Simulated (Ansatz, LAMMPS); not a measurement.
# Structural relaxation of glassy 70P2O5-10Al2O3-20CaO (mol %) (58 atoms), part 2 of 3

Aim: bring glassy 70P2O5-10Al2O3-20CaO (mol %) (58 atoms) to a nearby minimum of the energy and see what moves.

Ansatz 0.2.0; Kohn-Sham DFT, PBE, PAW (set soft_2), plane waves.

The cell: 14 P, 2 Al, 2 Ca and 40 O. The quench rate of 5 K/ps is many orders above laboratory rates. The network of bonds at the start is that of the classical potential that made the cell. Sampling is at Γ alone, for a cell whose shortest periodic width is 9 Å.

So far. Step 3 (Single point at the start): Neighbours are counted within 1.98 Å (O-P), 2.27 Å (O-Al), 2.83 Å (O-Ca).

## Step 4: Relaxation

The atoms are relaxed in the fixed cell, aiming at the force tolerance of the input.

Input file input.yaml:

```yaml
crystal:
  lattice:
    - [9.31379, 0.0, 0.0]
    - [0.0, 9.31379, 0.0]
    - [0.0, 0.0, 9.31379]
  atoms:
    [... the 58 atom lines of step 3 ...]
kpoints:
  mp_grid: { grid: [1, 1, 1] }
hamiltonian:
  xc: pbe
scf:
  occupations: { method: fermi_dirac, width: 0.05 }
output:
  forces: true
relax:
  f_tol: 0.03
  max_steps: 200
```

Launch:

```
> ansatz run input.yaml --threads 4 --pin off --max-ram 8192MiB --backend cpu --events-out ev --progress --plain --runs-dir out
```

Numbers of over 12 decimals in the logs are rounded to 6 here.

The log of the run:

```text
[...]
Crystal: 58 atoms, lattice volume = 807.940 Å³
Basis set: ecut = 420 eV, 15791 PW (Γ), exchange–correlation on 128×128×128 points (8 copies of the dense FFT grid, shifted against one another)
Bands: 226, of which v1, the nominal top of the filled ones, is band 168 counted from 1 (167 counted from 0)
Symmetry: 1 space group operations
[...]
k-points: 1
[...]
SCF iter   1: F=—  HF=-38006.102781 eV  |F-HF|=—  |Δ(HF+E_count)|=         —  Δρ=5.13e-3  dr2=2.60e-1  ethr=1.77e-3  ⟨swp⟩=8.0  Hψ=1289  notcnv=0  defer=49
[...]
SCF iter   7: F=-38006.029236 eV  HF=-38006.029239 eV  |F-HF|=2.95e-6  |Δ(HF+E_count)|=   7.65e-6  Δρ=3.51e-5  dr2=8.06e-6  ethr=6.70e-9  ⟨swp⟩=6.0  Hψ=761  notcnv=0
SCF 1 converged in 7 iterations: F = -38006.029236 eV  dr2 = 8.06e-6
[...]
relax step   1: F+E_penalty+E_count = -38006.02923594 eV  Δ(F+E_penalty+E_count) = +0.000e0 eV  max|allowed force component| = 6.328e0 eV/Å  Δτ_max = 0.0000 Å  (7 SCF iters, dr2 threshold 2.25e-5 eV, accepted)
[...]
relax step   2: F+E_penalty+E_count = -38008.37921246 eV  Δ(F+E_penalty+E_count) = -2.350e0 eV  max|allowed force component| = 4.881e0 eV/Å  Δτ_max = 0.1950 Å  (6 SCF iters, dr2 threshold 1.00e-4 eV, accepted)
[...]
relax step   3: F+E_penalty+E_count = -38010.89150235 eV  Δ(F+E_penalty+E_count) = -2.512e0 eV  max|allowed force component| = 1.197e0 eV/Å  Δτ_max = 0.1944 Å  (7 SCF iters, dr2 threshold 1.00e-4 eV, accepted)
relax step   4: F+E_penalty+E_count = -38011.60599013 eV  Δ(F+E_penalty+E_count) = -7.145e-1 eV  max|allowed force component| = 1.019e0 eV/Å  Δτ_max = 0.2000 Å  (7 SCF iters, dr2 threshold 8.96e-5 eV, accepted)
relax step   5: F+E_penalty+E_count = -38012.09598305 eV  Δ(F+E_penalty+E_count) = -4.900e-1 eV  max|allowed force component| = 8.718e-1 eV/Å  Δτ_max = 0.1949 Å  (6 SCF iters, dr2 threshold 6.49e-5 eV, accepted)
relax step   6: F+E_penalty+E_count = -38012.64564316 eV  Δ(F+E_penalty+E_count) = -5.497e-1 eV  max|allowed force component| = 4.722e-1 eV/Å  Δτ_max = 0.2000 Å  (7 SCF iters, dr2 threshold 1.00e-4 eV, accepted)
relax step   7: F+E_penalty+E_count = -38012.95259551 eV  Δ(F+E_penalty+E_count) = -3.070e-1 eV  max|allowed force component| = 5.870e-1 eV/Å  Δτ_max = 0.1926 Å  (7 SCF iters, dr2 threshold 6.54e-5 eV, accepted)
relax step   8: F+E_penalty+E_count = -38013.19229673 eV  Δ(F+E_penalty+E_count) = -2.397e-1 eV  max|allowed force component| = 3.664e-1 eV/Å  Δτ_max = 0.2000 Å  (6 SCF iters, dr2 threshold 1.00e-4 eV, accepted)
relax step   9: F+E_penalty+E_count = -38013.30967992 eV  Δ(F+E_penalty+E_count) = -1.174e-1 eV  max|allowed force component| = 2.956e-1 eV/Å  Δτ_max = 0.1837 Å  (7 SCF iters, dr2 threshold 5.23e-5 eV, accepted)
relax step  10: F+E_penalty+E_count = -38013.36780782 eV  Δ(F+E_penalty+E_count) = -5.813e-2 eV  max|allowed force component| = 3.452e-1 eV/Å  Δτ_max = 0.1570 Å  (7 SCF iters, dr2 threshold 3.40e-5 eV, accepted)
relax step  11: F+E_penalty+E_count = -38013.48439348 eV  Δ(F+E_penalty+E_count) = -1.166e-1 eV  max|allowed force component| = 3.488e-1 eV/Å  Δτ_max = 0.2000 Å  (7 SCF iters, dr2 threshold 7.76e-5 eV, accepted)
relax step  12: F+E_penalty+E_count = -38013.56301020 eV  Δ(F+E_penalty+E_count) = -7.862e-2 eV  max|allowed force component| = 2.360e-1 eV/Å  Δτ_max = 0.0976 Å  (6 SCF iters, dr2 threshold 1.00e-4 eV, accepted)
relax step  13: F+E_penalty+E_count = -38013.61024046 eV  Δ(F+E_penalty+E_count) = -4.723e-2 eV  max|allowed force component| = 4.399e-1 eV/Å  Δτ_max = 0.1914 Å  (7 SCF iters, dr2 threshold 2.55e-5 eV, accepted)
relax step  14: F+E_penalty+E_count = -38013.65540244 eV  Δ(F+E_penalty+E_count) = -4.516e-2 eV  max|allowed force component| = 2.151e-1 eV/Å  Δτ_max = 0.0856 Å  (6 SCF iters, dr2 threshold 8.86e-5 eV, accepted)
relax step  15: F+E_penalty+E_count = -38013.69758270 eV  Δ(F+E_penalty+E_count) = -4.218e-2 eV  max|allowed force component| = 3.448e-1 eV/Å  Δτ_max = 0.2000 Å  (7 SCF iters, dr2 threshold 1.11e-5 eV, accepted)
relax step  16: F+E_penalty+E_count = -38013.72081347 eV  Δ(F+E_penalty+E_count) = -2.323e-2 eV  max|allowed force component| = 2.147e-1 eV/Å  Δτ_max = 0.0448 Å  (6 SCF iters, dr2 threshold 2.84e-5 eV, accepted)
relax step  17: F+E_penalty+E_count = -38013.73242459 eV  Δ(F+E_penalty+E_count) = -1.161e-2 eV  max|allowed force component| = 9.128e-2 eV/Å  Δτ_max = 0.0329 Å  (6 SCF iters, dr2 threshold 1.79e-5 eV, accepted)
relax step  18: F+E_penalty+E_count = -38013.73302005 eV  Δ(F+E_penalty+E_count) = -5.955e-4 eV  max|allowed force component| = 1.656e-1 eV/Å  Δτ_max = 0.1493 Å  (9 SCF iters, dr2 threshold 1.51e-6 eV, accepted)
relax step  19: F+E_penalty+E_count = -38013.74724826 eV  Δ(F+E_penalty+E_count) = -1.423e-2 eV  max|allowed force component| = 9.225e-2 eV/Å  Δτ_max = 0.0634 Å  (7 SCF iters, dr2 threshold 4.96e-6 eV, accepted)
relax step  20: F+E_penalty+E_count = -38013.74931345 eV  Δ(F+E_penalty+E_count) = -2.065e-3 eV  max|allowed force component| = 3.329e-2 eV/Å  Δτ_max = 0.0161 Å  (6 SCF iters, dr2 threshold 2.64e-6 eV, accepted)
relax step  21: F+E_penalty+E_count = -38013.74863081 eV  Δ(F+E_penalty+E_count) = +6.826e-4 eV  max|allowed force component| = 1.036e-1 eV/Å  Δτ_max = 0.0425 Å  (8 SCF iters, rejected (line search))
relax step  22: F+E_penalty+E_count = -38013.75136245 eV  Δ(F+E_penalty+E_count) = -2.049e-3 eV  max|allowed force component| = 3.432e-2 eV/Å  Δτ_max = 0.0206 Å  (7 SCF iters, accepted)
[...]
relax step  23: F+E_penalty+E_count = -38013.75203140 eV  Δ(F+E_penalty+E_count) = -6.690e-4 eV  max|allowed force component| = 1.629e-2 eV/Å  Δτ_max = 0.0210 Å  (7 SCF iters, accepted)
SCF converged after 7 iterations
Free energy (F): -38013.752031 eV
[...]
Internal energy: -38013.752031 eV  (E = F + TS)
E sigma→0 (E₀):  -38013.752031 eV
Fermi energy:    4.817569 eV
[...]
--- Forces (eV/Å), atoms counted from 1 ---
  atom   1  P      0.00223887     0.00756280    -0.00060812
  atom   2  P     -0.00176993     0.00536449     0.00367896
  atom   3  P      0.00080205     0.01374377     0.00109514
  atom   4  P     -0.01095917     0.01313974     0.00366449
  atom   5  P     -0.00005372     0.00381823     0.00621883
  atom   6  P     -0.00670200     0.00065961     0.00125907
  atom   7  P     -0.00216318    -0.00028289    -0.00556973
  atom   8  P     -0.00214703     0.00377365     0.00475840
  atom   9  P     -0.00367555    -0.00045379    -0.00387997
  atom  10  P      0.00508042     0.01358780    -0.00260467
  atom  11  P     -0.01515938     0.01346614     0.00072005
  atom  12  P      0.00940227    -0.00346147    -0.01009370
  atom  13  P     -0.00691142    -0.00544209     0.00351484
  atom  14  P     -0.01162911     0.00935448    -0.00150931
[...]
atom  57  O      0.00292147    -0.00709667     0.00216832
  atom  58  O     -0.00483691    -0.00712266     0.00330234
  max |Σ_I F_I| component: 6.74e-5 eV/Å
--- Relaxed structure (23 steps of the walk, 22 accepted, 0 SCFs on fresh bases) ---
  F+E_penalty+E_count = -38013.75203140 eV   max|allowed force component| = 1.629e-2 eV/Å
  atoms:
    - { symbol: P, position: [0.097277, 0.769129, 0.560751] }
    - { symbol: P, position: [0.065890, 0.164954, 0.149291] }
    - { symbol: P, position: [0.764451, 0.208117, 0.032625] }
    - { symbol: P, position: [0.543451, 0.812549, 0.736916] }
[...]
- { symbol: O, position: [0.158128, 0.647888, 0.646144] }
```

Wall time 69 s (4 threads of Arm Neoverse V2, shared host); peak memory 0.86 GiB; 4.2 min of CPU time.

Step by step (22 of 23):

```tsv
step	energy less that of the first step (eV)	largest force component (eV/Å)
1	0.0000	6.3279
2	-2.3500	4.8808
3	-4.8623	1.1974
4	-5.5768	1.0188
5	-6.0667	0.8718
6	-6.6164	0.4722
7	-6.9234	0.5870
8	-7.1631	0.3664
9	-7.2804	0.2956
10	-7.3386	0.3452
11	-7.4552	0.3488
13	-7.5810	0.4399
14	-7.6262	0.2151
15	-7.6683	0.3448
16	-7.6916	0.2147
17	-7.7032	0.0913
18	-7.7038	0.1656
19	-7.7180	0.0923
20	-7.7201	0.0333
21	-7.7194	0.1036
22	-7.7221	0.0343
23	-7.7228	0.0163
```

Relaxation step 21 was tried and not accepted.

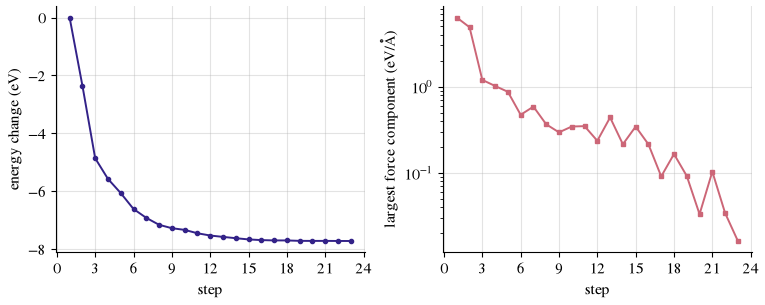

Energy and largest force along the relaxation.

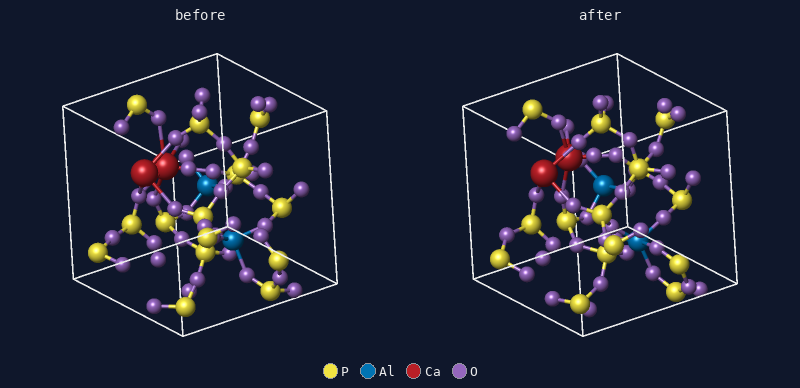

The structure before and after the relaxation, drawn at the same scale. Bonds to atoms that aren't drawn are left out.

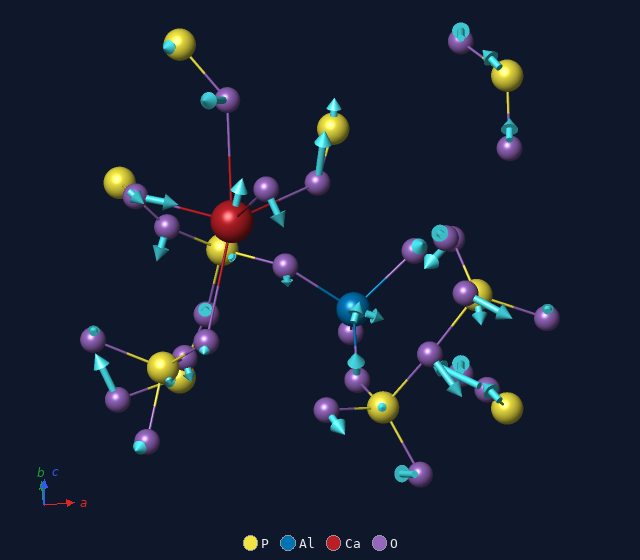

Displacements in the relaxation, exaggerated; the longest in the cell stands for 1.14 Å. Drawn is a slice 6 Å thick, seen at a slant to the ac plane. Bonds to atoms that aren't drawn are left out.

The atoms that moved most (Å):

```tsv
atom	dx	dy	dz	length
O19	-0.818	0.793	-0.118	1.145
O43	-0.410	-0.651	0.615	0.985
O52	0.119	0.173	0.897	0.922
O20	-0.154	0.134	-0.892	0.915
O49	0.094	-0.805	0.309	0.868
O50	-0.241	0.792	0.219	0.856
O39	-0.459	-0.684	0.063	0.826
O42	0.656	-0.451	-0.130	0.807
```

The relaxation changed the energy by -133 meV/atom, and atoms moved by 0.56 Å r.m.s., 1.1 Å at most.

## Step 5: Local order after relaxation

Bonds before and after, by the cutoffs listed below:

```tsv
pair	bonds before	bonds after	mean before (Å)	mean after (Å)	spread before (Å)	spread after (Å)
O-P	56	56	1.532	1.564	0.036	0.072
O-Al	8	9	1.747	1.815	0.060	0.073
O-Ca	10	9	2.451	2.305	0.147	0.117
```

Density 2.48 g/cm³, 13.93 Å³ an atom.

Pair distribution functions g(r), in bins of 0.2 Å:

```tsv
r (Å)	total	O-O	O-P	O-Al	O-Ca	P-P	P-Al
1.40	1.23	0.00	3.69	0.00	0.00	0.00	0.00
1.60	3.04	0.00	9.16	0.00	0.00	0.00	0.00
1.80	0.60	0.00	0.38	10.03	0.00	0.00	0.00
2.00	0.05	0.00	0.00	1.08	0.00	0.00	0.00
2.20	0.19	0.00	0.00	0.00	4.06	0.00	0.00
2.40	0.61	1.06	0.00	0.00	2.23	0.00	0.00
2.60	2.18	4.52	0.00	0.00	0.58	0.00	0.00
2.80	0.36	0.56	0.07	0.00	0.00	0.40	2.78
3.00	0.98	1.17	0.19	0.88	0.45	5.11	0.00
3.20	0.79	0.88	0.61	0.00	0.41	0.32	7.91
3.40	1.04	0.93	1.58	0.00	0.36	0.00	0.00
3.60	0.81	0.62	1.02	1.88	0.32	0.26	0.00
3.80	1.00	0.56	1.57	1.68	1.41	0.45	0.00
4.00	1.17	0.63	2.07	2.52	0.52	0.20	0.00
4.20	1.02	0.80	1.33	1.34	1.36	0.73	0.68
4.40	1.08	1.21	0.86	0.83	1.44	1.50	1.20
4.60	0.98	0.99	0.76	0.58	1.69	2.02	0.56
```

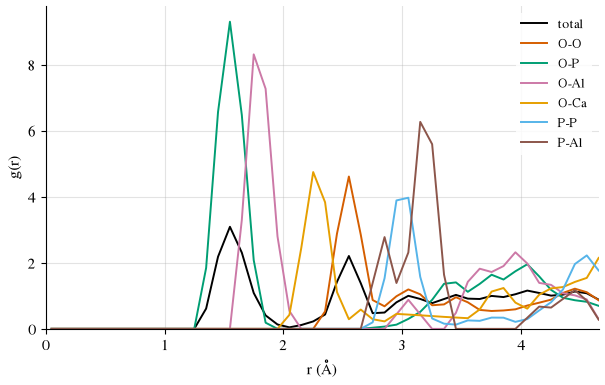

Pair distribution functions, lightly smoothed.

Bonds by pair of elements; cutoffs follow the first minimum of g(r), held within bounds set by covalent radii, and pairs that aren't listed don't count as bonded:

```tsv
pair A-B	cutoff (Å)	bonds	mean length (Å)	spread (Å)	shortest (Å)	B about A	A about B
O-P	2.11	56	1.56	0.072	1.46	1.4	4
O-Al	2.33	9	1.81	0.073	1.73	0.225	4.5
O-Ca	2.83	9	2.31	0.117	2.19	0.225	4.5
```

How many atoms have how many bonded neighbours:

```tsv
element	mean	1	2	3	4	5
Al	4.5	0	0	0	1	1
Ca	4.5	0	0	0	1	1
O	1.85	7	32	1	0	0
P	4	0	0	0	14	0
```

Bond angles, per cent of each kind in bins of 5°:

```tsv
angle (°)	O-P-O	P-O-P	O-Al-O	O-Ca-O
75–80	0.0	0.0	0.0	12.5
80–85	0.0	0.0	0.0	12.5
85–90	0.0	0.0	18.8	12.5
90–95	0.0	0.0	12.5	6.2
95–100	5.9	0.0	12.5	12.5
100–105	20.2	0.0	18.8	12.5
105–110	33.3	0.0	0.0	0.0
110–115	27.4	0.0	6.2	0.0
115–120	7.1	0.0	12.5	0.0
120–125	4.8	0.0	6.2	6.2
125–130	1.2	25.0	0.0	12.5
130–135	0.0	12.5	0.0	0.0
135–140	0.0	18.8	0.0	6.2
140–145	0.0	25.0	6.2	0.0
145–150	0.0	6.2	0.0	0.0
150–155	0.0	6.2	0.0	0.0
155–160	0.0	0.0	0.0	6.2
160–165	0.0	0.0	0.0	0.0
165–170	0.0	0.0	6.2	0.0
170–175	0.0	6.2	0.0	0.0
```

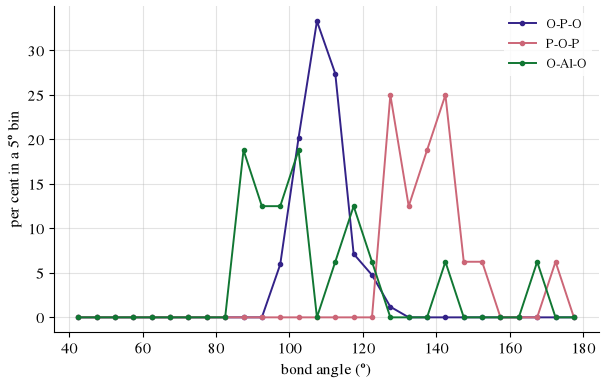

Distributions of the most common bond angles.

Bond angles (no mean is given where the spread exceeds 20°):

```tsv
angle	count	mean (°)	spread (°)
O-P-O	84	109	6.2
P-O-P	16	139	10.9
O-Al-O	16	-	-
O-Ca-O	16	-	-
Ca-O-P	9	144	14.5
```

Oxygen atoms by the number of network formers (Si, P, Ge, B, Al, As, Ga) bound to them:

```tsv
network formers bound to O	O atoms	per cent
0	0	0
1	15	37.5
2	25	62.5
```

Network units: each former by its oxygen neighbours and how many of them bridge to another former:

```tsv
former	O neighbours	bridging O	atoms
P	4	2	3
P	4	3	9
P	4	4	2
Al	4	4	1
Al	5	5	1
```

Bond length by coordination (bonds to H left out):

```tsv
element	coordination	atoms	mean bond length (Å)
Al	4	1	1.77
Al	5	1	1.85
Ca	4	1	2.26
Ca	5	1	2.34
O	1	7	1.47
O	2	32	1.69
O	3	1	2.01
```

Rings of the network by King's shortest-path rule, up to 12 atoms, one path for each pair of neighbours; H, halogens, alkali and alkaline-earth atoms are left out, and the last column divides by all other atoms, bonded or not:

```tsv
ring size (atoms)	rings	per network atom
6	1	0.018
10	1	0.018
12	3	0.054
```

First main peaks of g(r), for some of the pairs, lie near 2.5 Å (O-O), 1.6 Å (O-P), 1.8 Å (O-Al), 2.3 Å (O-Ca) and 3.0 Å (P-P). By these cutoffs 50 % of Al atoms have 4 and as many 5, 50 % of Ca atoms have 4 and as many 5, 80 % of O atoms have 2 and all P atoms have 4 bonded neighbours. The O-P-O angle averages 109° with a spread of 6°. 62 % of the oxygens bridge two formers (P and Al) and 38 % are non-bridging. The commonest P unit has 4 oxygens, 3 of them shared with other formers (9 of 14 atoms). Rings of 12 atoms are the most common (60 % of those counted); sizes run from 6 to 12, where the search stops.

[end of part 2 of 3]

[Logs are printed without paths, hosts, clocks, repeated set-up lines and the standing remarks that a program may print on its own settings, such as how far it seeks lower states.]

[Hosts, paths, dates, database ids (printed as entryN), source tags and the programs' standing remarks are cut or masked in the printed files.]
